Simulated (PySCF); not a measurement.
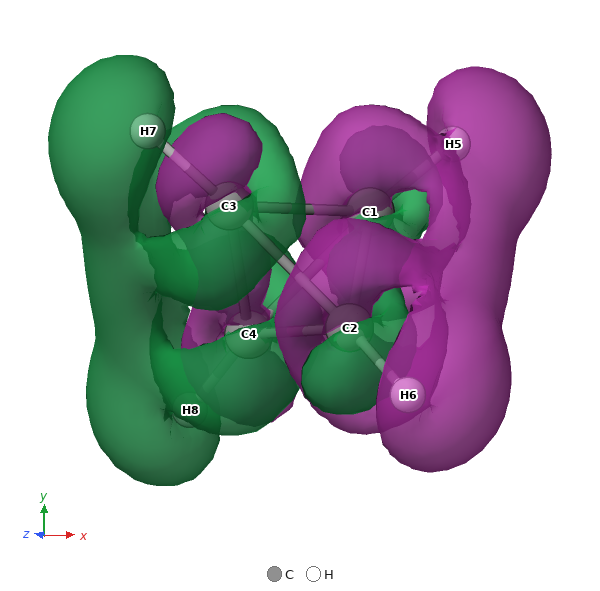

C$_{4}$H$_{4}$, SMILES `C12C3C1C23`. Change of the electron density in a uniform field of 0.10 V/Å, surfaces at ±0.0008 e/Å³ (green: gain, purple: loss).

Level of theory: TPSS/cc-pVTZ (PySCF), at a geometry from GFN2-xTB. No frequency check shows the geometry to be a minimum. A basis without diffuse functions makes polarisabilities too small.

Question: Along which Cartesian direction does the field point?

Answer: Along +x: electrons gather on the −x side, against the field.

Question: How large is the response?

Answer: The induced dipole is 0.19 D (along the field); α along this axis, from the fields in both directions, is 37 bohr³ (5.5 Å³).

Question: Which atoms gain and lose the most charge?

Answer: Electrons gather most on C3 and C4 alike (Hirshfeld charge changes by −0.003 e) and leave C1 and C2 alike most (+0.003 e); 0.020 electrons are displaced in all.
